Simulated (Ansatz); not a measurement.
The reference is ZnS in the wurtzite structure (space group P6_3mc, No. 186; a = 3.782 Å, c = 6.208 Å).

It is then changed as follows: the cell is scaled by 0.9940 in all directions, atoms relaxed at fixed cell.

Level of theory: PBEsol/PAW in Ansatz (a quantum-chemistry and plane-wave program), spin-orbit coupling left out.

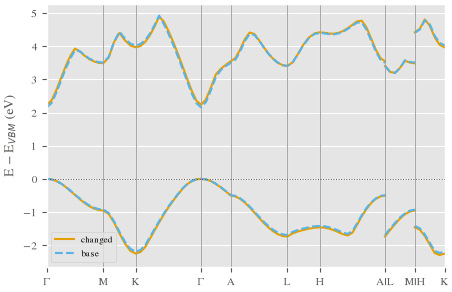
*Highest valence and lowest conduction band along the path, each from its own valence-band maximum*

Question: From the figure, how large is the changed gap, and is it direct?

Answer: About 2.2 eV, direct at Γ.

The cells carry an imposed strain or load. Whether these cells are dynamically stable was not tested.
